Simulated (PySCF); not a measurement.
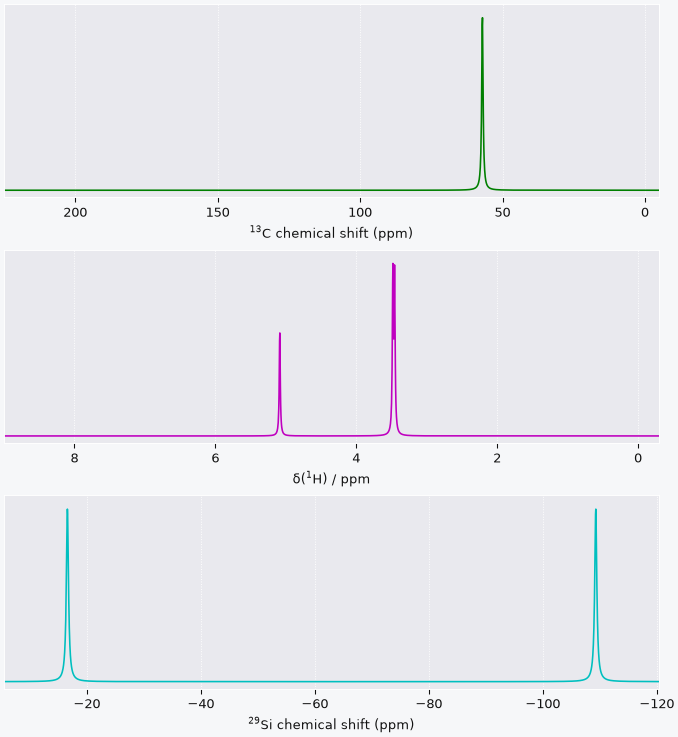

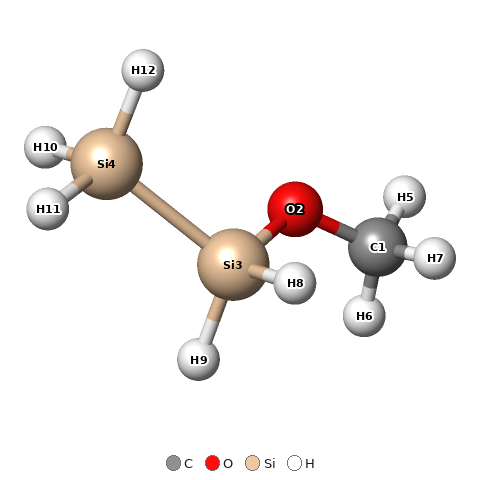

Spectrum and numbered structure of CH₈OSi₂, SMILES CO[SiH2][SiH3]. GIAO shifts, LC-wPBE/pcSseg-2 in PySCF 2.14.0, at a PBE0-D3(BJ)/def2-SVP geometry (no frequency check), against TMS for ¹³C, TMS for ¹H and TMS for ²⁹Si computed at the same level. Gas phase, fully decoupled, line heights follow the number of nuclei, widths are arbitrary (no quadrupolar broadening); values of one conformer, averaged over methyl-type rotors and exact or near symmetry; other conformers aren't averaged in.

Question: Where does the ¹³C line lie?

Answer: At 57.1 ppm (C1).

Question: Assign the ¹H signals to the numbered atoms.

Answer:
| δ (ppm) | nuclei | atoms |
| --- | --- | --- |
| 5.09 | 2 | H8, H9 |
| 3.48 | 3 | H5, H6, H7 |
| 3.46 | 3 | H10, H11, H12 |

The order of signals that lie close, as those under 0.08 ppm apart, is within the error of the method.

Question: Which atoms give which ²⁹Si line?

Answer:
| δ (ppm) | nuclei | atoms |
| --- | --- | --- |
| −16.6 | 1 | Si3 |
| −109.3 | 1 | Si4 |
